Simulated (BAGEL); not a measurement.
# SiN2H4F (SMILES N[Si](N)F): UHF/def2-SVPD (density fitting with qzvpp-jkfit)

Aim: the vertical electron affinity of SiN2H4F at UHF/def2-SVPD (density fitting with qzvpp-jkfit), from 2 runs. 

The calculation is run with BAGEL 1.2.2.

## Step 1: The molecule

SiN2H4F has 8 atoms, charge 0, and is taken as a doublet. SMILES: `N[Si](N)F`. The coordinates come from a PBE0-D4/def2-TZVP relaxation. This is one conformer, not always the lowest.

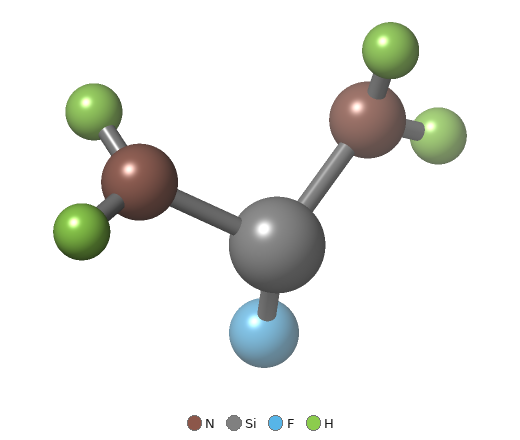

Viewed from a chosen angle; nitrogen brown, silicon grey, fluorine blue, hydrogen green.

## Step 2: A single-point energy at UHF/def2-SVPD (density fitting with qzvpp-jkfit)

File hf.json:

```json
{ "bagel" : [

{
  "title" : "molecule",
  "basis" : "def2-svpd.json",
  "df_basis" : "qzvpp-jkfit",
  "angstrom" : "true",
  "geometry" : [
    { "atom" : "N", "xyz" : [      -0.814900,       1.031500,      -0.359900 ] },
    { "atom" : "Si", "xyz" : [       0.517200,      -0.020700,      -0.581300 ] },
    { "atom" : "N", "xyz" : [       0.780300,      -0.793300,       0.910700 ] },
    { "atom" : "F", "xyz" : [       0.045300,      -0.971200,      -1.794000 ] },
    { "atom" : "H", "xyz" : [      -1.331700,       1.348900,      -1.165000 ] },
    { "atom" : "H", "xyz" : [      -0.763800,       1.744700,       0.350200 ] },
    { "atom" : "H", "xyz" : [       1.648600,      -1.254800,       1.120500 ] },
    { "atom" : "H", "xyz" : [       0.011100,      -1.142300,       1.463200 ] }
  ]
},

{
  "title" : "uhf",
  "nopen" : 1
},

{
  "title" : "print",
  "file" : "orbitals.molden",
  "orbitals" : "true"
}

]}
```

The basis set def2-SVPD is read from a file made from the Basis Set Exchange's data (not shown).

Run with:

```sh
BAGEL_NUM_THREADS=1 BAGEL hf.json > hf.out
```

The program printed:

```text
* using 1 threads per process

  ===============================================================
  ===============================================================

  *** Geometry ***

  { "atom" : "N", "xyz" : [     -1.539938,      1.949252,     -0.680112 ] },
  { "atom" : "Si", "xyz" : [      0.977366,     -0.039117,     -1.098498 ] },
  { "atom" : "N", "xyz" : [      1.474553,     -1.499120,      1.720974 ] },
  { "atom" : "F", "xyz" : [      0.085605,     -1.835302,     -3.390169 ] },
  { "atom" : "H", "xyz" : [     -2.516548,      2.549052,     -2.201531 ] },
  { "atom" : "H", "xyz" : [     -1.443373,      3.297005,      0.661782 ] },
  { "atom" : "H", "xyz" : [      3.115402,     -2.371228,      2.117438 ] },
  { "atom" : "H", "xyz" : [      0.020976,     -2.158634,      2.765047 ] },

  Number of auxiliary basis functions:      431

  Since a DF basis is specified, we compute 2- and 3-index integrals:
    o Being stored without compression. Storage requirement is 0.049 GB

  Number of basis functions:      119
  Number of electrons      :       41

    * METHOD: MOLECULE                             0.18

  *** Open-shell HF ***

  === Nuclear Repulsion ===
   175.0785600732

      * DIIS with orbital gradients will be used.

  === UHF iteration (def2-svpd.json) ===
      0       -499.04394980          0.04377230           0.13
      1       -499.30456748          0.03018575           0.13
      2       -499.39792749          0.01705359           0.13
      3       -499.44915035          0.00120396           0.13
      4       -499.44995416          0.00043729           0.13
      5       -499.45004095          0.00013325           0.13
      6       -499.45006155          0.00004549           0.14
      7       -499.45006645          0.00001740           0.14
      8       -499.45006732          0.00000682           0.14
      9       -499.45006750          0.00000326           0.14
     10       -499.45006754          0.00000157           0.14
     11       -499.45006755          0.00000078           0.13
     12       -499.45006755          0.00000042           0.14
     13       -499.45006756          0.00000016           0.14
     14       -499.45006756          0.00000006           0.14
     15       -499.45006756          0.00000003           0.13
     16       -499.45006756          0.00000001           0.13
     17       -499.45006756          0.00000001           0.13
    * SCF iteration converged.

    * S^2 (UHF) is 0.7532

    * Permanent dipole moment:
           (   -0.026751,    -0.412845,    -0.691344) a.u.

    * METHOD: UHF                                  2.60

    * METHOD: PRINT                                0.02

  ===============================================================
```

Wall time 3 s (1 thread of Arm Neoverse V2, shared host); peak memory 0.14 GiB.

## Step 3: The singlet anion, same level

File input.json:

```json
{ "bagel" : [

{
  "title" : "molecule",
  "basis" : "def2-svpd.json",
  "df_basis" : "qzvpp-jkfit",
  "angstrom" : true,
  "geometry" : [
    { "atom" : "N", "xyz" : [   -0.814900,    1.031500,   -0.359900 ] },
    { "atom" : "Si", "xyz" : [    0.517200,   -0.020700,   -0.581300 ] },
    { "atom" : "N", "xyz" : [    0.780300,   -0.793300,    0.910700 ] },
    { "atom" : "F", "xyz" : [    0.045300,   -0.971200,   -1.794000 ] },
    { "atom" : "H", "xyz" : [   -1.331700,    1.348900,   -1.165000 ] },
    { "atom" : "H", "xyz" : [   -0.763800,    1.744700,    0.350200 ] },
    { "atom" : "H", "xyz" : [    1.648600,   -1.254800,    1.120500 ] },
    { "atom" : "H", "xyz" : [    0.011100,   -1.142300,    1.463200 ] }
  ]
},
{
  "title" : "hf",
  "charge" : -1
},
{
  "title" : "print",
  "file" : "orbitals.molden",
  "orbitals" : true
}

]}
```

The basis set def2-SVPD is read from a file made from the Basis Set Exchange's data (not shown).

Run with:

```sh
BAGEL_NUM_THREADS=1 BAGEL input.json > input.out
```

The program printed:

```text
* using 1 threads per process

  ===============================================================
  ===============================================================

  *** Geometry ***

  { "atom" : "N", "xyz" : [     -1.539938,      1.949252,     -0.680112 ] },
  { "atom" : "Si", "xyz" : [      0.977366,     -0.039117,     -1.098498 ] },
  { "atom" : "N", "xyz" : [      1.474553,     -1.499120,      1.720974 ] },
  { "atom" : "F", "xyz" : [      0.085605,     -1.835302,     -3.390169 ] },
  { "atom" : "H", "xyz" : [     -2.516548,      2.549052,     -2.201531 ] },
  { "atom" : "H", "xyz" : [     -1.443373,      3.297005,      0.661782 ] },
  { "atom" : "H", "xyz" : [      3.115402,     -2.371228,      2.117438 ] },
  { "atom" : "H", "xyz" : [      0.020976,     -2.158634,      2.765047 ] },

  Number of auxiliary basis functions:      431

  Since a DF basis is specified, we compute 2- and 3-index integrals:
    o Being stored without compression. Storage requirement is 0.049 GB

  Number of basis functions:      119
  Number of electrons      :       41

    * METHOD: MOLECULE                             0.18

  *** RHF ***

  === Nuclear Repulsion ===
   175.0785600732

      * DIIS with orbital gradients will be used.

  === RHF iteration (def2-svpd.json) ===
      0       -498.93673566          0.02426992           0.07
      1       -499.22208522          0.01775219           0.07
      2       -499.40931835          0.00176078           0.07
      3       -499.41346140          0.00068951           0.07
      4       -499.41397029          0.00018867           0.07
      5       -499.41404753          0.00005103           0.07
      6       -499.41405343          0.00001972           0.07
      7       -499.41405413          0.00000510           0.07
      8       -499.41405416          0.00000259           0.07
      9       -499.41405417          0.00000088           0.07
     10       -499.41405417          0.00000037           0.07
     11       -499.41405417          0.00000013           0.07
     12       -499.41405417          0.00000004           0.07
     13       -499.41405417          0.00000002           0.07
     14       -499.41405417          0.00000001           0.07
    * SCF iteration converged.

    * Permanent dipole moment:
           (    1.483310,     0.272949,    -1.005587) a.u.

    * METHOD: HF                                   1.17

    * METHOD: PRINT                                0.02

  ===============================================================
```

Run time: 1.5 s. Hardware: 1 thread of Arm Neoverse V2, shared host; peak memory 0.14 GiB.

## Step 4: Summary of results

At UHF/def2-SVPD (density fitting with qzvpp-jkfit):

| quantity | value |
| --- | --- |
| doublet SiN2H4F: total energy | -499.45007 Eh |
| doublet SiN2H4F: dipole moment | 2.05 D |
| doublet SiN2H4F: ⟨S²⟩ | 0.753 |
| singlet anion: total energy | -499.41405 Eh |
| singlet anion: HOMO energy | -0.24 eV |
| singlet anion: LUMO energy | 7.00 eV |
| singlet anion: HOMO–LUMO gap (to an unbound level, set by the basis) | 7.24 eV |
| vertical electron affinity (to the singlet anion) | -0.980 eV |

The anion lies 0.98 eV (22.6 kcal/mol) above the neutral: the electron isn't bound at this level, and such a value depends on the basis. Hartree–Fock misses the correlation that binds many anions.
